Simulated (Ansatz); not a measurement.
# Si2NH6 (SMILES N[SiH][SiH3]): UHF/6-311+G(d,p)

Aim: the vertical ionisation energy of Si2NH6 at UHF/6-311+G**, from 2 runs. 

The results are computed with Ansatz 0.2.0.

31 further runs of the same task are left out: 31 set aside as unsound or not needed.

### Step 1. The structure to begin with

Si2NH6 has 9 atoms, charge 0, and is taken as a doublet. SMILES: `N[SiH][SiH3]`. The coordinates come from a PBE0-D4/def2-TZVP relaxation. This is one conformer, not always the lowest.

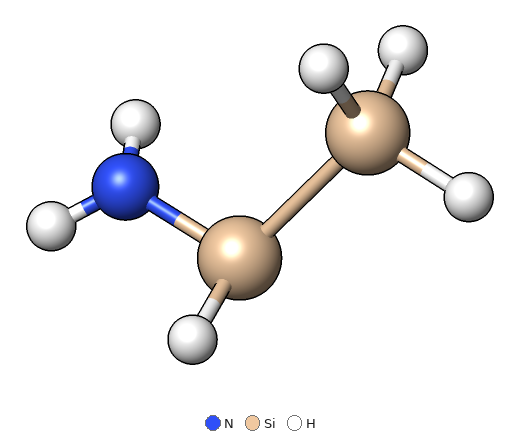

The structure, seen from a chosen angle (nitrogen blue, silicon light orange, hydrogen white).

### Step 2. The energy at UHF/6-311+G(d,p)

in.yaml reads:

```yaml
crystal:
  periodic: [false, false, false]
  atoms:
    - {symbol: N, position_ang: [-0.800100, 0.840300, -1.401300]}
    - {symbol: Si, position_ang: [-0.412600, 0.902100, 0.278900]}
    - {symbol: Si, position_ang: [0.627800, -1.077000, 0.962500]}
    - {symbol: H, position_ang: [-1.356700, 0.089900, -1.777700]}
    - {symbol: H, position_ang: [-0.920900, 1.689300, -1.930000]}
    - {symbol: H, position_ang: [0.461600, 2.102100, 0.448200]}
    - {symbol: H, position_ang: [1.938500, -1.353900, 0.307200]}
    - {symbol: H, position_ang: [-0.282400, -2.217000, 0.659800]}
    - {symbol: H, position_ang: [0.833300, -1.021900, 2.435300]}
basis:
  gaussian:
    orbitals: 6-311+G_st__st_-spherical.json
magnetization:
  spin_polarized: true
  initial_magnetization: 1
hamiltonian:
  xc: hf
accuracy: high
output:
  orbitals: {seedname: orbitals}
```

The basis set 6-311+G** is read from a file made from the Basis Set Exchange's data (not shown).

On the command line:

```console
$ ansatz run in.yaml --threads 1 --pin off --max-ram 3480MiB --events-out events.jsonl --progress --plain --runs-dir runs
```

Output:

```text
Warning: RAYON_NUM_THREADS=1 ignored (pool sized by the plan → 1); use --threads N
Functional definition: HF
  name "HF"
  exchange = exact_x
  correlation = 0
2208 factors; integrals over basis functions are off by at most 3.1e-8 eV
mean field evaluation 1: about -17298.2498 eV, gradient 2.5e1 eV
mean field evaluation 2: about -17298.2558 eV, gradient 2.5e1 eV
mean field evaluation 4: about -17301.4246 eV, gradient 2.6e0 eV
mean field evaluation 8: about -17301.5174 eV, gradient 4.3e-3 eV
mean field evaluation 16: about -17295.8469 eV, gradient 7.6e0 eV
mean field -17301.51743918 eV, -635.8190385001 hartree, gradient 4.0e-8 eV, S^2 0.757883; 1 other end points of the search recorded, 0 dependent functions left out
reference -17301.51743918 eV, -635.8190385001 hartree; 21, 20 occupied and 97, 98 virtual orbitals, 2208 factors
Total energy: -17301.51743918 eV, -635.8190385001 hartree
```

Wall time 4.2 s (1 thread of Intel Xeon 6975P-C (Granite Rapids), shared host); peak memory 0.42 GiB.

### Step 3. The singlet cation at the same level

run.yaml reads:

```yaml
crystal:
  periodic: [false, false, false]
  atoms:
    - {symbol: N, position_ang: [-0.800100, 0.840300, -1.401300]}
    - {symbol: Si, position_ang: [-0.412600, 0.902100, 0.278900]}
    - {symbol: Si, position_ang: [0.627800, -1.077000, 0.962500]}
    - {symbol: H, position_ang: [-1.356700, 0.089900, -1.777700]}
    - {symbol: H, position_ang: [-0.920900, 1.689300, -1.930000]}
    - {symbol: H, position_ang: [0.461600, 2.102100, 0.448200]}
    - {symbol: H, position_ang: [1.938500, -1.353900, 0.307200]}
    - {symbol: H, position_ang: [-0.282400, -2.217000, 0.659800]}
    - {symbol: H, position_ang: [0.833300, -1.021900, 2.435300]}
basis:
  gaussian:
    orbitals: 6-311+G_st__st_-spherical.json
total_charge: 1
hamiltonian:
  xc: hf
accuracy: high
output: {orbitals: {seedname: orbitals}}
```

The basis set 6-311+G** is read from a file made from the Basis Set Exchange's data (not shown).

On the command line:

```console
$ ansatz run run.yaml --threads 1 --pin off --max-ram 3480MiB --events-out events.jsonl --progress --plain --runs-dir runs
```

Output:

```text
Warning: RAYON_NUM_THREADS=1 ignored (pool sized by the plan → 1); use --threads N
[... 4 set-up lines as earlier in the session ...]
2208 factors; integrals over basis functions are off by at most 3.1e-8 eV
mean field evaluation 1: about -17288.6666 eV, gradient 5.1e1 eV
mean field evaluation 2: about -17288.7524 eV, gradient 5.1e1 eV
mean field evaluation 4: about -17294.4820 eV, gradient 3.8e0 eV
mean field evaluation 8: about -17294.5545 eV, gradient 2.0e-1 eV
mean field -17294.55489584 eV, -635.5631697518 hartree, gradient 9.1e-8 eV, S^2 0.000000; 0 other end points of the search recorded, 0 dependent functions left out
reference -17294.55489584 eV, -635.5631697518 hartree; 20, 20 occupied and 98, 98 virtual orbitals, 2208 factors
Total energy: -17294.55489584 eV, -635.5631697518 hartree
```

Run time: 2.5 s. Hardware: 1 thread of Intel Xeon 6975P-C (Granite Rapids), shared host; peak memory 0.34 GiB.

### Step 4. Outcome

At UHF/6-311+G**:

```
                                          quantity          value
                      doublet Si2NH6: total energy  -635.81904 Eh
doublet Si2NH6: HOMO energy (highest over α and β)       -7.89 eV
 doublet Si2NH6: LUMO energy (lowest over α and β)        1.09 eV
                              doublet Si2NH6: ⟨S²⟩          0.758
                      singlet cation: total energy  -635.56317 Eh
                       singlet cation: HOMO energy      -17.11 eV
                       singlet cation: LUMO energy       -6.02 eV
                     singlet cation: HOMO–LUMO gap       11.09 eV
vertical ionisation energy (to the singlet cation)       6.963 eV
```

What this shows: The vertical ionisation energy comes to 6.96 eV (672 kJ/mol). Only the singlet of the ionised species was computed; a triplet could lie lower.
